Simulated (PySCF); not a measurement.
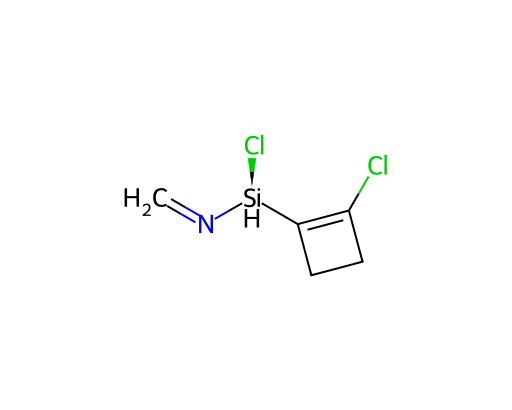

The geometry was computed by an optimisation with GFN2-xTB. No frequency run is at hand to confirm it as a minimum. Level of theory: PBE0/pcSseg-1, gas phase (PySCF 2.14.0).

> What is the dipole moment?

1.57 D.

> Give the HOMO energy (Kohn–Sham orbital) at this level.

−7.19 eV.

> Give the LUMO energy (Kohn–Sham orbital) at this level.

−1.15 eV.

The geometry is semi-empirical. Around Si such bond lengths and angles can be off by a tenth of an ångström or more and by several degrees, and values that hang on the shape move with them.
